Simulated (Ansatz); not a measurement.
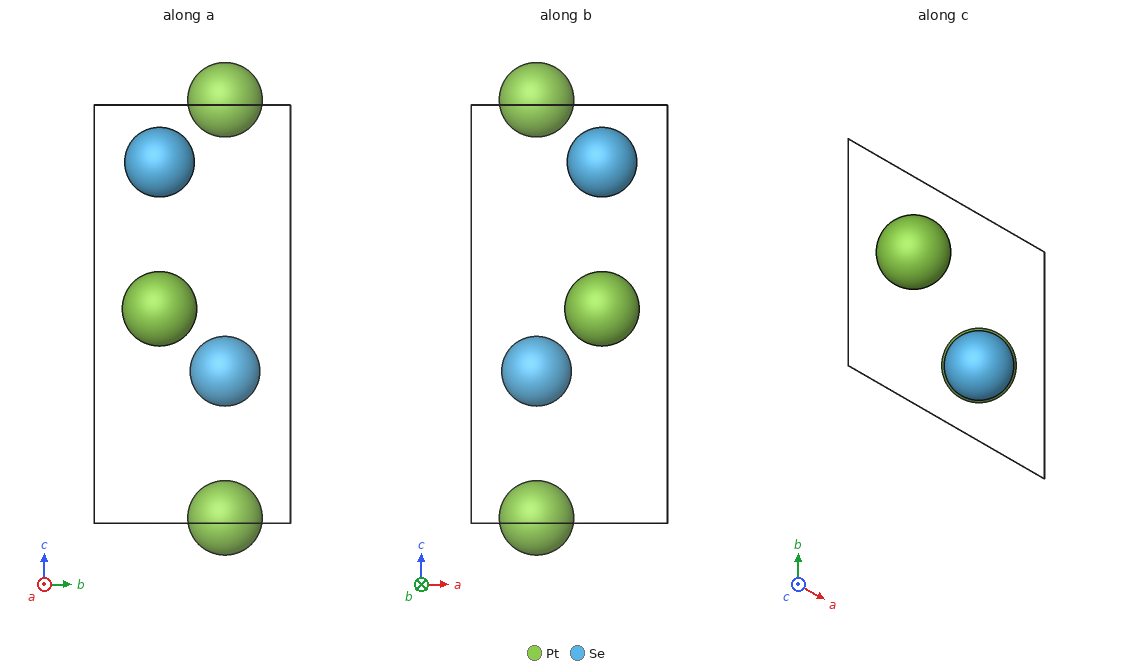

An orthographic spheres-only view of the structure, along the a axis, along the b axis and along the c axis. Thin lines show the conventional unit cell, with boundary atoms drawn in all their periodic places.

Lattice parameters: a = 3.850 Å, b = 3.850 Å, c = 7.096 Å, α = 90.00°, β = 90.00°, γ = 120.00°. Put a along x and b in the xy plane.

> Set out the cell and atoms as a POSCAR file, with free fractional coordinates to two decimals.

```
Pt Se
1.0
     3.850    0.000    0.000
    -1.925    3.334    0.000
     0.000    0.000    7.096
Pt Se
2 2
Direct
  0.3333 0.6667 0.01
  0.6667 0.3333 0.51
  0.3333 0.6667 0.36
  0.6667 0.3333 0.86
```

It derives from a structure type filled with these elements by a generator (whether the compound takes this form wasn't checked). Earlier steps of the study may have refined or changed the cell and positions. An electronic-structure calculation with Ansatz was run on it.
